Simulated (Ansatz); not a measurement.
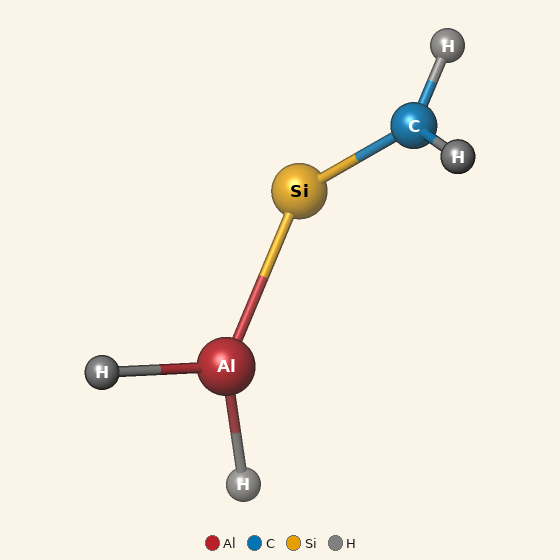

Depth is shown by fading: the farther an atom, the more it takes the colour of the background. Charge −1, singlet. The computed structure is the end point of a PBE-D4/def2-SVPD optimisation. No frequency run is at hand to confirm it as a minimum.

Question: Which symmetry elements does this geometry have?

Answer: It has 1 mirror plane, so the point group is Cs. The group has 2 operations. The geometry is achiral, and symmetry allows a dipole moment.
